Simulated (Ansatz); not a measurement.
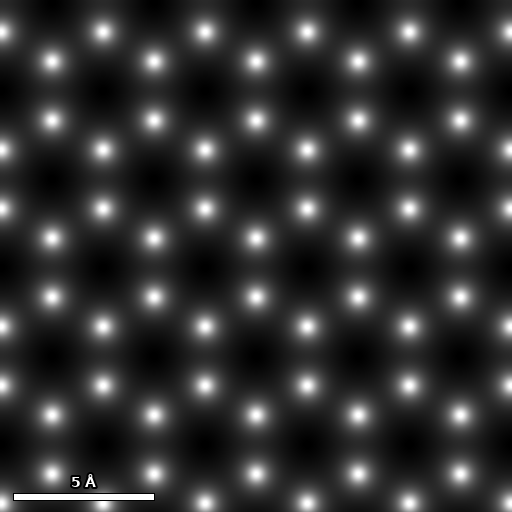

Map of the projected electrostatic potential of a crystal. Computed as the sum of neutral-atom potentials (tabulated electron scattering factors, B = 0.8 Å²) projected along the beam and smoothed by 0.25 Å; brighter is more positive. The display is stretched by a gamma of 0.7; percentages refer to the linear signal.

Question: What two-dimensional lattice does the image show, and how large is its cell?

Answer: The pattern repeats on a hexagonal net with a repeat of 3.7 Å.

Question: Which plane group does this projection have?

Answer: p6mm: sixfold points with mirror lines through them.

Question: How many columns does the smallest repeating cell hold, and how many levels of brightness?

Answer: 2 columns in the primitive cell of 11.6 Å², all of one brightness.

The crystal is Y (P6_3/mmc, No. 194) seen along [001]. Structure used: the end point of a relaxation at fixed volume with Ansatz 0.2.0, DFT r2SCAN, scalar-relativistic, plane waves, PAW.
